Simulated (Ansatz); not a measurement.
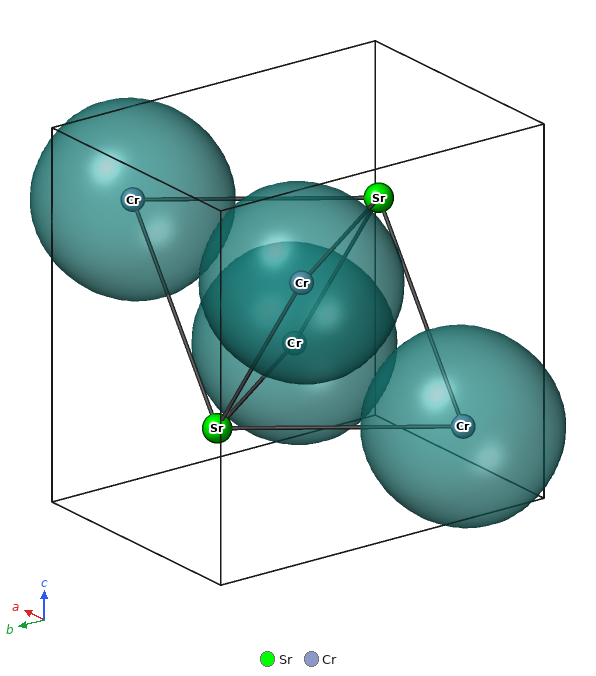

*SrCr. Isosurface of the spin density at +0.05 e/Å³ (teal), seen at an oblique angle. Sticks mark near contacts.*

Space group Pm-3m; the SCF solution may not be the lowest one; the program warned that another magnetic order may lie lower; spin-polarised.

Method: DFT PBEsol, scalar-relativistic, plane waves, PAW (Ansatz).

In a PAW calculation such maps are meaningful between the atoms, not at the nuclei.

Question: Describe the spin distribution.

Answer: The spin density sits on Cr: +4.3 μB (×2) in one cell of 4 atoms, with smaller moments on other sites: Sr (up to +0.08 μB): parallel main moments (a ferromagnetic arrangement) in this solution. The cell of the calculation (4 atoms) carries 9.7 μB of net spin moment.
